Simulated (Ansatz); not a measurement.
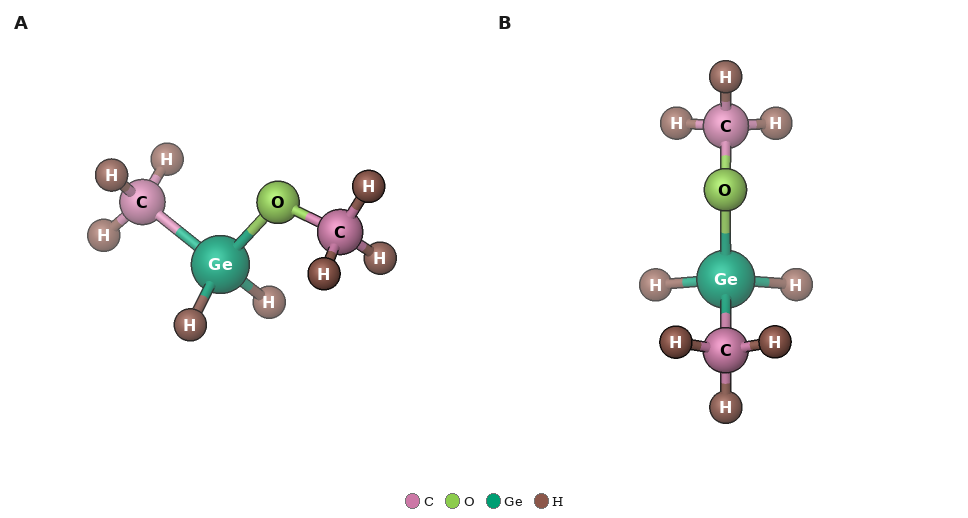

Atoms fade into the background with distance from the viewer. The computed structure is the end point of a PBE0-D4/def2-TZVP optimisation.

Are A and B the same structure? If not, how do they differ?

Yes. They are the same structure, C2H8GeO (C[O][GeH2][CH3]), seen from two directions. With point group Cs it is achiral, so its mirror image would be the same too.
